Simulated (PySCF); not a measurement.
# C$_{5}$H$_{9}$FN$_{2}$Si: what the fields show

```xyz
18

N    -3.7541    1.6128   -0.6139
C    -3.0423    0.8697   -0.1162
C    -2.1264   -0.0489    0.5051
C    -0.7151    0.5517    0.5807
C    -0.0726    0.7396   -0.8010
Si    1.0616   -0.7412   -0.3918
C     2.9584   -0.5167   -0.3376
F     3.5473   -1.7200    0.0003
N     0.2624   -0.3952    1.0920
H    -2.0898   -0.9710   -0.0814
H    -2.4916   -0.2842    1.5092
H    -0.7447    1.4638    1.1880
H     0.4096    1.7059   -0.9044
H    -0.7714    0.6212   -1.6216
H     0.7696   -1.9961   -1.0967
H     3.2911    0.2090    0.4075
H     3.3750   -0.2407   -1.3082
H     0.1241   -0.8532    1.9784
```

Geometry: GFN2-xTB.

All numbers below come from PBE0/pcSseg-1, SCF density, gas phase, non-relativistic (PySCF 2.14.0).

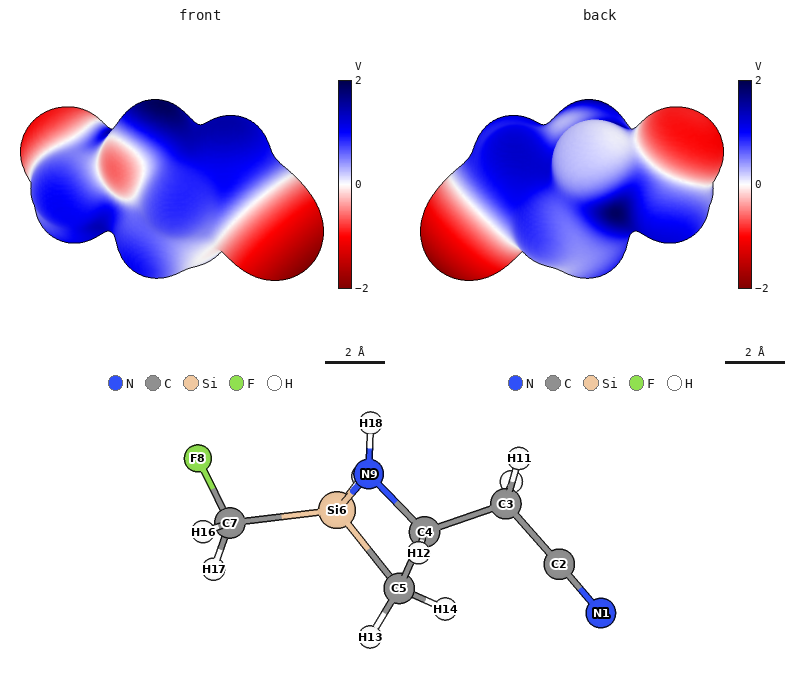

Figure 1. The molecular electrostatic potential painted on the density surface at 0.002 e/bohr³, seen from the front and from behind; red is negative and blue positive. The bare structure is drawn below in the same view.

Q: Describe the electrostatic potential map.

A: The most negative region (about −1.9 V) lies over N1, the most positive (about +1.8 V) over Si6 and H18. N1 is the likeliest acceptor of a hydrogen bond.

Q: What dipole moment does the calculation give?

A: Its dipole moment is 2.51 D.

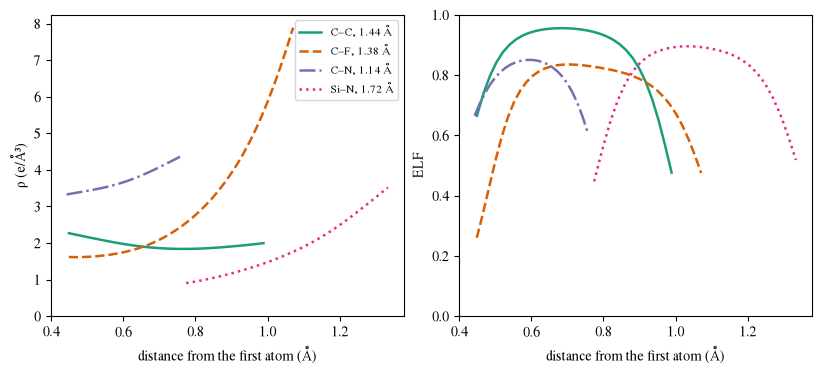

Figure 2. Electron density and electron localisation function along straight lines between neighbouring atoms. The curves leave out the atomic cores.

Q: What kind of bonding do the profiles show?

A: C–C (1.44 Å): ρ is about 1.8 e/Å³ halfway; the ELF peaks at about 0.95 between the atoms (localised, covalent bonding).
C–F (1.38 Å): ρ is about 2 e/Å³ halfway, with its minimum of 1.6 e/Å³ about 0.5 Å from C; the ELF peaks at about 0.85 between the atoms: a shared but strongly polarised pair.
C–N (1.14 Å): the density is about 3.6 e/Å³ at the midpoint; the ELF peaks at about 0.85 between the atoms; a multiple bond.
Si–N (1.72 Å): ρ is about 1.1 e/Å³ halfway; the ELF peaks at about 0.90 between the atoms, as expected for a shared but strongly polarised pair.
